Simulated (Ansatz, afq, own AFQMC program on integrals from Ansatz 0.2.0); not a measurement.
# RuO (triplet): quantum Monte Carlo beside coupled cluster at distance Ru1–O2 = 2.682 Å, def2-TZVP

Aim: compute RuO (triplet) with auxiliary-field quantum Monte Carlo on the same integrals as coupled cluster, and set the energies side by side.

Computed with Ansatz 0.2.0, Gaussian basis, and an in-house AFQMC program (afq) on its integrals; all values are calculated. Level: def2-TZVP, frozen cores.

The runs, in order: PBE (unrestricted); CCSD(T) on UHF; CCSDT(Q) on UHF; r2SCAN (unrestricted); PBE0 (unrestricted); B3LYP (unrestricted); wB97M-V (unrestricted); B2PLYP (unrestricted); Phaseless AFQMC, CISD trial on UHF.

8 further runs of the same task are left out: 1 for a known fault of the program, 7 that didn't finish.

## (1) The system

The geometry derives from a PBE0/def2-TZVP stationary point (not a proven minimum). One bond is set to the value named and the two fragments are kept rigid. No spin-orbit coupling is included. Elements past krypton take def2 core potentials.

2 atoms, charge 0, spin multiplicity 3.

Atoms are counted from 1 here; the program's logs count them from 0.

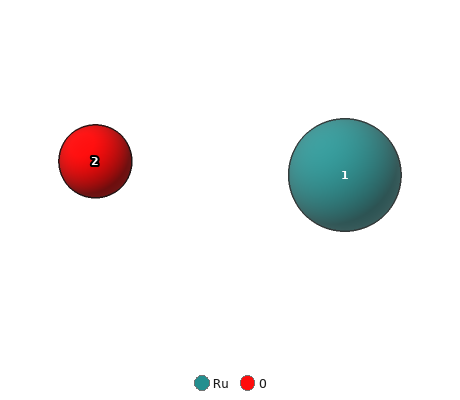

The structure; ruthenium teal, oxygen red; atoms are numbered from 1 in the order of the file.

Geometry (Å):

```xyz
2
charge 0, multiplicity 3
Ru    0.0000    0.0000    0.0000
O     0.0000    0.0000    2.6820
```

## (2) PBE (unrestricted)

The input, in.yaml:

```yaml
crystal:
  periodic: [false, false, false]
  atoms:
    - {symbol: Ru, position_ang: [0.000000, 0.000000, 0.000000]}
    - {symbol: O, position_ang: [0.000000, 0.000000, 2.682000]}
basis:
  gaussian: {orbitals: def2-TZVP}
magnetization: {spin_polarized: true, initial_magnetization: 2}
hamiltonian: {xc: {name: PBE}}
output: {orbitals: {seedname: orbitals}}
```

The run is started by

```sh
$ ansatz run in.yaml --threads 1 --pin off --events-out ev --progress --plain --max-ram 5632MiB --backend cpu
```

Log (excerpt; [...] marks lines left out):

```text
Functional definition: PBE
  name "PBE"
  cite "Perdew, Burke & Ernzerhof, Phys. Rev. Lett. 77, 3865 (1996) doi:10.1103/PhysRevLett.77.3865"
  parent pbe
[...]
505 factors; their error is unknown
[...]
mean field -4622.81886812 eV, -169.8854599444 hartree, gradient 9.7e-7 eV, S^2 3.238388; 42 other end points of the search recorded, 0 dependent functions left out
reference -4622.81890860 eV, -169.8854614317 hartree; 13, 11 occupied and 58, 60 virtual orbitals, 505 factors
Total energy: -4622.81890860 eV, -169.8854614317 hartree
```

Wall time 62 s (1 thread of AMD EPYC 7R13 (Zen 3), shared host); peak memory 1.7 GiB.

From the report: ⟨S²⟩ of the determinant 3.238 (pure triplet: 2.00). The determinant is far from a pure spin state, so its energy mixes those of several spin states (harmless only where they are near-degenerate, as at dissociation).

## (3) CCSD(T) on UHF

in.yaml, as its differences from that of step 2:

```diff
@@ -8,3 +8,2 @@
 magnetization: {spin_polarized: true, initial_magnetization: 2}
-hamiltonian: {xc: {name: PBE}}
-output: {orbitals: {seedname: orbitals}}
+correlation: {method: ccsd_t, electrons: outside_noble_gas, hamiltonian_folder: ham}
```

The run is started by

```sh
$ ansatz run in.yaml --threads 1 --pin off --events-out ev --progress --plain --max-ram 16896MiB --backend cuda --devices 0, --max-vram 18GiB
```

Log (excerpt; [...] marks lines left out):

```text
Functional definition: HF
  name "HF"
  cite "Fock, Z. Phys. 61, 126 (1930) doi:10.1007/BF01340294"
  parent pbe
[...]
573 factors; integrals over basis functions are off by at most 9.1e-4 eV
[...]
mean field -4597.03632953 eV, -168.9379691270 hartree, gradient 1.6e-9 eV, S^2 3.859697; 59 other end points of the search recorded, 0 dependent functions left out
determinant -4597.03632953 eV, -168.9379691270 hartree, with singles and doubles -4605.86844470 eV, -169.2625433731 hartree
determinant -4597.03595593 eV, -168.9379553975 hartree, with singles and doubles -4605.86825095 eV, -169.2625362529 hartree
determinant -4597.02951421 eV, -168.9377186688 hartree, with singles and doubles -4605.86663444 eV, -169.2624768471 hartree
determinant -4597.00829234 eV, -168.9369387795 hartree, with singles and doubles -4605.84412393 eV, -169.2616496013 hartree
[...]
determinant -4596.96979910 eV, -168.9355241789 hartree, with singles and doubles -4605.92492560 eV, -169.2646190077 hartree
determinant -4596.96977216 eV, -168.9355231888 hartree, with singles and doubles -4605.92493836 eV, -169.2646194768 hartree
determinant -4596.74624762 eV, -168.9273088134 hartree, with singles and doubles -4605.82126596 eV, -169.2608095861 hartree
determinant -4596.71519623 eV, -168.9261676958 hartree, with singles and doubles -4605.78088393 eV, -169.2593255742 hartree
5 core orbitals not correlated: weight in the atoms' cores, before any rotation towards them, 0.999 or more for the frozen orbitals, at most 0.000 for the correlated occupied ones
reference -4597.03632953 eV, -168.9379691270 hartree; 8, 6 occupied and 58, 60 virtual orbitals, 573 factors
second order -7.93874238 eV of doubles, -0.00000000 eV of singles
cycle   1  -8.94123986 eV  change    1.1e-7 eV  update   4.7e-6
perturbative correction -0.26322660 eV, -0.0096733990 hartree
Total energy: -4606.24079599 eV, -169.2762270303 hartree
```

It took 2.5 min on 1 × NVIDIA H100 80GB HBM3 with 1 thread of AMD EPYC 7R13 (Zen 3), shared host; peak host memory 1.7 GiB.

From the report: ⟨S²⟩ of the determinant 3.860 (pure triplet: 2.00); correlation -9.2045 eV; T1 0.092; largest double amplitude 0.04. The determinant is far from a pure spin state, so its energy mixes those of several spin states (harmless only where they are near-degenerate, as at dissociation).

This run also writes the integrals to the folder ham.

## (4) CCSDT(Q) on UHF

in.yaml, as its differences from that of step 3:

```diff
@@ -8,2 +8,2 @@
 magnetization: {spin_polarized: true, initial_magnetization: 2}
-correlation: {method: ccsd_t, electrons: outside_noble_gas, hamiltonian_folder: ham}
+correlation: {method: ccsdt_q, electrons: outside_noble_gas}
```

The command is unchanged.

Log (excerpt; [...] marks lines left out):

```text
Functional definition: HF
  name "HF"
  cite "Fock, Z. Phys. 61, 126 (1930) doi:10.1007/BF01340294"
  parent pbe
[...]
961 factors; integrals over basis functions are off by at most 1.4e-7 eV
[...]
mean field -4597.03642317 eV, -168.9379725683 hartree, gradient 2.4e-6 eV, S^2 3.859696; 60 other end points of the search recorded, 0 dependent functions left out
determinant -4597.03642317 eV, -168.9379725683 hartree, with singles and doubles -4605.85630912 eV, -169.2620973986 hartree
determinant -4597.03604970 eV, -168.9379588434 hartree, with singles and doubles -4605.85594475 eV, -169.2620840082 hartree
determinant -4597.02960517 eV, -168.9377220116 hartree, with singles and doubles -4605.85462897 eV, -169.2620356544 hartree
determinant -4597.00838276 eV, -168.9369421023 hartree, with singles and doubles -4605.83343280 eV, -169.2612567093 hartree
[...]
determinant -4596.96985419 eV, -168.9355262034 hartree, with singles and doubles -4605.92503787 eV, -169.2646231335 hartree
determinant -4596.74633877 eV, -168.9273121633 hartree, with singles and doubles -4605.82137440 eV, -169.2608135715 hartree
determinant -4596.71528708 eV, -168.9261710346 hartree, with singles and doubles -4605.78099679 eV, -169.2593297216 hartree
5 core orbitals not correlated: weight in the atoms' cores, before any rotation towards them, 0.999 or more for the frozen orbitals, at most 0.000 for the correlated occupied ones
reference -4597.03642317 eV, -168.9379725683 hartree; 8, 6 occupied and 58, 60 virtual orbitals, 961 factors
second order -7.93876507 eV of doubles, -0.00000000 eV of singles
cycle   1  -8.36312062 eV  change   -4.2e-1 eV  update   9.5e-2
[...]
cycle  61  -9.30748681 eV  change   -5.3e-7 eV  update   1.6e-6
perturbative correction -0.04090953 eV, -0.0015033973 hartree
Total energy: -4606.38481950 eV, -169.2815197970 hartree
```

It took 2.5 min on 1 × NVIDIA H100 80GB HBM3 with 1 thread of AMD EPYC 7R13 (Zen 3), shared host; peak host memory 1.7 GiB.

From the report: ⟨S²⟩ of the determinant 3.860 (pure triplet: 2.00); correlation -9.3484 eV; T1 0.110; largest double amplitude 0.09. The determinant is far from a pure spin state, so its energy mixes those of several spin states (harmless only where they are near-degenerate, as at dissociation).

## (5) r2SCAN (unrestricted)

in.yaml, as its differences from that of step 4:

```diff
@@ -8,2 +8,2 @@
 magnetization: {spin_polarized: true, initial_magnetization: 2}
-correlation: {method: ccsdt_q, electrons: outside_noble_gas}
+hamiltonian: {xc: {name: r2SCAN}}
```

The run is started by

```sh
$ ansatz run in.yaml --threads 1 --pin off --events-out ev --progress --plain --max-ram 5632MiB --backend cpu
```

Log (excerpt; [...] marks lines left out):

```text
Functional definition: r2SCAN
  name "r2SCAN"
  cite "Furness, Kaplan, Ning, Perdew & Sun, J. Phys. Chem. Lett. 11, 8208 (2020) doi:10.1021/acs.jpclett.0c02405"
  cite "Furness, Kaplan, Ning, Perdew & Sun, J. Phys. Chem. Lett. 11, 9248 (2020) doi:10.1021/acs.jpclett.0c03077"
  parent r2scan
[...]
505 factors; their error is unknown
[...]
mean field -4624.41279067 eV, -169.9440355175 hartree, gradient 2.9e-6 eV, S^2 3.348595; 51 other end points of the search recorded, 0 dependent functions left out
reference -4624.41281048 eV, -169.9440362456 hartree; 13, 11 occupied and 58, 60 virtual orbitals, 505 factors
Total energy: -4624.41281048 eV, -169.9440362456 hartree
```

Wall time 4.3 min (1 thread of AMD EPYC 7R13 (Zen 3), shared host); peak memory 1.7 GiB.

From the report: ⟨S²⟩ of the determinant 3.349 (pure triplet: 2.00). The determinant is far from a pure spin state, so its energy mixes those of several spin states (harmless only where they are near-degenerate, as at dissociation).

## (6) PBE0 (unrestricted)

in.yaml, as its differences from that of step 5:

```diff
@@ -8,2 +8,3 @@
 magnetization: {spin_polarized: true, initial_magnetization: 2}
-hamiltonian: {xc: {name: r2SCAN}}
+hamiltonian: {xc: {name: PBE0}}
+output: {orbitals: {seedname: orbitals}}
```

The command is unchanged.

Log (excerpt; [...] marks lines left out):

```text
Functional definition: PBE0
  name "PBE0"
  cite "Adamo & Barone, J. Chem. Phys. 110, 6158 (1999) doi:10.1063/1.478522"
  cite "Perdew, Burke & Ernzerhof, Phys. Rev. Lett. 77, 3865 (1996) doi:10.1103/PhysRevLett.77.3865"
  parent pbe
[...]
529 factors; their error is unknown
[...]
mean field -4621.95199526 eV, -169.8536029541 hartree, gradient 8.1e-6 eV, S^2 3.362886; 17 other end points of the search recorded, 0 dependent functions left out
reference -4621.95202627 eV, -169.8536040940 hartree; 13, 11 occupied and 58, 60 virtual orbitals, 529 factors
Total energy: -4621.95202627 eV, -169.8536040940 hartree
```

It took 53 s on 1 thread of AMD EPYC 7R13 (Zen 3), shared host; peak memory 1.7 GiB.

From the report: ⟨S²⟩ of the determinant 3.363 (pure triplet: 2.00). The determinant is far from a pure spin state, so its energy mixes those of several spin states (harmless only where they are near-degenerate, as at dissociation).

## (7) B3LYP (unrestricted)

in.yaml, as its differences from that of step 6:

```diff
@@ -8,3 +8,2 @@
 magnetization: {spin_polarized: true, initial_magnetization: 2}
-hamiltonian: {xc: {name: PBE0}}
-output: {orbitals: {seedname: orbitals}}
+hamiltonian: {xc: {name: B3LYP}}
```

The command is unchanged.

Log (excerpt; [...] marks lines left out):

```text
Functional definition: B3LYP
  name "B3LYP"
  cite "Stephens, Devlin, Chabalowski & Frisch, J. Phys. Chem. 98, 11623 (1994) doi:10.1021/j100096a001"
  cite "Becke, Phys. Rev. A 38, 3098 (1988) doi:10.1103/PhysRevA.38.3098"
  cite "Lee, Yang & Parr, Phys. Rev. B 37, 785 (1988) doi:10.1103/PhysRevB.37.785"
  cite "Vosko, Wilk & Nusair, Can. J. Phys. 58, 1200 (1980) doi:10.1139/p80-159"
[...]
529 factors; their error is unknown
[...]
mean field -4625.44462162 eV, -169.9819546056 hartree, gradient 9.9e-6 eV, S^2 3.303266; 26 other end points of the search recorded, 0 dependent functions left out
reference -4625.44481843 eV, -169.9819618381 hartree; 13, 11 occupied and 58, 60 virtual orbitals, 529 factors
Total energy: -4625.44481843 eV, -169.9819618381 hartree
```

Run time: 94 s. Hardware: 1 thread of AMD EPYC 7R13 (Zen 3), shared host; peak memory 1.7 GiB.

From the report: ⟨S²⟩ of the determinant 3.303 (pure triplet: 2.00). The determinant is far from a pure spin state, so its energy mixes those of several spin states (harmless only where they are near-degenerate, as at dissociation).

## (8) wB97M-V (unrestricted)

in.yaml, as its differences from that of step 7:

```diff
@@ -8,2 +8,3 @@
 magnetization: {spin_polarized: true, initial_magnetization: 2}
-hamiltonian: {xc: {name: B3LYP}}
+hamiltonian: {xc: {name: wB97M-V}}
+output: {orbitals: {seedname: orbitals}}
```

The command is unchanged.

Log (excerpt; [...] marks lines left out):

```text
Functional definition: wB97M-V
  name "wB97M-V"
  cite "Mardirossian & Head-Gordon, J. Chem. Phys. 144, 214110 (2016) doi:10.1063/1.4952647"
  cite "Becke, J. Chem. Phys. 107, 8554 (1997) doi:10.1063/1.475007"
  cite "Vydrov & Van Voorhis, J. Chem. Phys. 133, 244103 (2010) doi:10.1063/1.3521275"
  # Of w^i u^j: cxij and so on, Table III.
[...]
  gx(w, u) = 1 - cx + cx01*u + cx10*w
  gss(w, u) = css00 + css04*u^4 + css10*w + css20*w^2 + css43*w^4*u^3
  gos(w, u) = cos00 + cos10*w + (cos20 + cos21*u)*w^2 + (cos60 + cos61*u)*w^6
[...]
      + integral(e_c_pw_mod_opposite_spin*gos(b97_w_opposite, b97_u_opposite)) + vv10(b, c)
516 factors; their error is unknown
108 factors; integrals over basis functions are off by at most 3.5e-5 eV
[...]
mean field -4621.37112582 eV, -169.8322563961 hartree, gradient 8.3e-6 eV, S^2 3.197472; 12 other end points of the search recorded, 0 dependent functions left out
reference -4621.37116880 eV, -169.8322579754 hartree; 13, 11 occupied and 58, 60 virtual orbitals, 516 factors
Total energy: -4621.37116880 eV, -169.8322579754 hartree
```

It took 3.7 min on 1 thread of AMD EPYC 7R13 (Zen 3), shared host; peak memory 1.7 GiB.

From the report: ⟨S²⟩ of the determinant 3.197 (pure triplet: 2.00). The determinant is far from a pure spin state, so its energy mixes those of several spin states (harmless only where they are near-degenerate, as at dissociation).

## (9) B2PLYP (unrestricted)

in.yaml, as its differences from that of step 8:

```diff
@@ -8,3 +8,3 @@
 magnetization: {spin_polarized: true, initial_magnetization: 2}
-hamiltonian: {xc: {name: wB97M-V}}
-output: {orbitals: {seedname: orbitals}}
+hamiltonian: {xc: {name: B2PLYP}}
+correlation: {electrons: outside_noble_gas}
```

The command is unchanged.

Log (excerpt; [...] marks lines left out):

```text
Functional definition: B2PLYP
  name "B2PLYP"
  cite "Grimme, J. Chem. Phys. 124, 034108 (2006) doi:10.1063/1.2148954"
  cite "Becke, Phys. Rev. A 38, 3098 (1988) doi:10.1103/PhysRevA.38.3098"
  cite "Lee, Yang & Parr, Phys. Rev. B 37, 785 (1988) doi:10.1103/PhysRevB.37.785"
[...]
573 factors; integrals over basis functions are off by at most 9.1e-4 eV
[...]
mean field -4614.80506445 eV, -169.5909580914 hartree, gradient 5.3e-9 eV, S^2 3.514549; 25 other end points of the search recorded, 0 dependent functions left out
5 core orbitals not correlated: weight in the atoms' cores, before any rotation towards them, 1.000 or more for the frozen orbitals, at most 0.000 for the correlated occupied ones
reference -4614.80518587 eV, -169.5909625536 hartree; 8, 6 occupied and 58, 60 virtual orbitals, 573 factors
second order -10.37255918 eV of doubles, -0.00000000 eV of singles
Total energy: -4617.60577685 eV, -169.6938823737 hartree
```

Run time: 1.8 min. Hardware: 1 thread of AMD EPYC 7R13 (Zen 3), shared host; peak memory 1.7 GiB.

From the report: ⟨S²⟩ of the determinant 3.515 (pure triplet: 2.00). The determinant is far from a pure spin state, so its energy mixes those of several spin states (harmless only where they are near-degenerate, as at dissociation).

## (10) Phaseless AFQMC, CISD trial on UHF

It reads the integrals that the CCSD(T) run on this determinant wrote.

The run is started by

```sh
$ afq ham --method phaseless --trial cisd --walkers 3400 --populations 20 --least-time 60 --time-step 0.005 --steps-per-block 50 --equilibration-blocks 40 --max-blocks 4000 --target-error 0.00045 --factor-cut 1e-05 --start spin_pure --seed 4846 --release-times 0.24,0.6,1.2,1.8,2.6 --release-step 0.04 --release-every 3 --taylor-order 6
```

Log:

```text
orbitals 66  electrons 8 6  factors 483 of 573
reference energy -168.93796913 Eh
CCSD correlation -0.32858464 Eh in 35 cycles, weight of the determinant in the CISD state 0.7123
energy of the start -169.186363 Eh
 block  time / (1/Eh)  mean weight  energy / Eh
     1     0.250  1.0007  -169.242454
     2     0.500  1.0006  -169.263251
     3     0.750  0.9999  -169.271182
     4     1.000  0.9999  -169.275605
     5     1.250  0.9997  -169.275364
     6     1.500  1.0000  -169.277792
     7     1.750  1.0000  -169.282497
     8     2.000  0.9998  -169.282372
     9     2.250  1.0001  -169.280839
    10     2.500  1.0004  -169.281121
    13     3.250  1.0000  -169.281187
    16     4.000  0.9998  -169.280380
    19     4.750  0.9999  -169.279988
    22     5.500  1.0002  -169.280874
    25     6.250  1.0000  -169.282070
    28     7.000  0.9999  -169.281137
    31     7.750  1.0001  -169.281818
    34     8.500  0.9997  -169.280841
    37     9.250  1.0000  -169.279278
    40    10.000  1.0001  -169.280551
    43    10.750  1.0001  -169.279267
    46    11.500  1.0002  -169.281312
    49    12.250  0.9999  -169.277238
    52    13.000  1.0002  -169.278756
    55    13.750  0.9997  -169.276970
    58    14.500  0.9999  -169.278076
    61    15.250  0.9999  -169.277925
    64    16.000  1.0006  -169.277265
    67    16.750  0.9993  -169.277594
    70    17.500  0.9995  -169.280431
    73    18.250  1.0003  -169.280052
    76    19.000  1.0003  -169.276645
    79    19.750  1.0012  -169.278155
    82    20.500  1.0003  -169.279130
    85    21.250  1.0001  -169.277719
    88    22.000  1.0000  -169.277695
    91    22.750  1.0001  -169.279647
    94    23.500  1.0008  -169.275974
    97    24.250  1.0001  -169.277433
   100    25.000  0.9998  -169.278717
   103    25.750  0.9996  -169.276541
   106    26.500  0.9998  -169.277495
   109    27.250  0.9998  -169.280867
   112    28.000  0.9995  -169.279670
   115    28.750  1.0001  -169.278494
   118    29.500  0.9994  -169.276388
   121    30.250  1.0003  -169.278884
   124    31.000  0.9996  -169.278133
   127    31.750  1.0002  -169.277156
   130    32.500  0.9995  -169.278304
   133    33.250  1.0003  -169.279878
   136    34.000  1.0002  -169.277284
   139    34.750  1.0004  -169.280260
error from the spread of 20 populations
released: time / (1/Eh)  energy / Eh  error  mean overlap
  0.24  -169.279762  0.000278  0.9948
  0.60  -169.277655  0.002288  0.9892
  1.20  -169.281869  0.000529  0.9799
  1.80  -169.282328  0.000665  0.9802
  2.60  -169.281264  0.001563  0.9486
energy -169.278504 +/- 0.000247 Eh
```

It took 8.2 min on 1 × NVIDIA H100 80GB HBM3 with 2 threads of AMD EPYC 7R13 (Zen 3), shared host; peak host memory 1.7 GiB.

Energy -4606.3028 ± 0.0067 eV. Caveats: constraint bias not in the error.

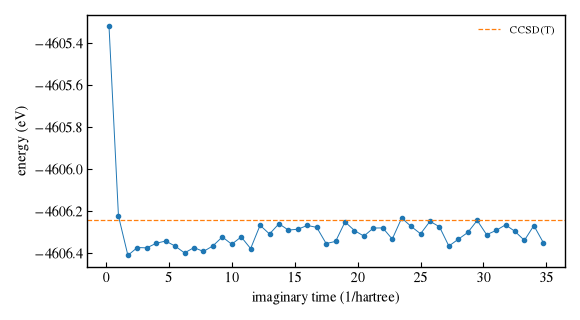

Block energies along the walk.

## (11) AFQMC on the ladder

On the UHF determinant, counted from CCSDT(Q) (a yardstick, not exact):

```tsv
level	energy (eV)	from CCSDT(Q) (kJ/mol)	statistical error (kJ/mol)	time
HF	-4597.0363	+902.0		
MP2	-4604.9751	+136.0		
CCSD	-4605.9776	+39.3		
CCSD(T)	-4606.2408	+13.9		
CCSDT(Q)	-4606.3848	0.0		
Phaseless AFQMC, CISD trial, step 0.005, 3400 walkers	-4606.3028	+7.9	0.6	8.2 min
```

The functionals' totals stand on their own zeros and serve differences with other points: PBE -4622.819 eV; r2SCAN -4624.413 eV; PBE0 -4621.952 eV; B3LYP -4625.445 eV; wB97M-V -4621.371 eV; B2PLYP -4617.606 eV.

## (12) What came out

| quantity | value |
| --- | --- |
| CCSD(T) on UHF from CCSDT(Q) | +13.9 kJ/mol |
| Phaseless AFQMC, CISD trial on UHF from CCSDT(Q) | +7.9 ± 0.6 kJ/mol |

On UHF the phaseless walk with the CISD trial lies +7.9 kJ/mol from CCSDT(Q), 12 times its error bar. Error bars are statistical and leave out the constraint, the time step and what remains of the start. Ru carries a core potential, and spin-orbit coupling is left out.
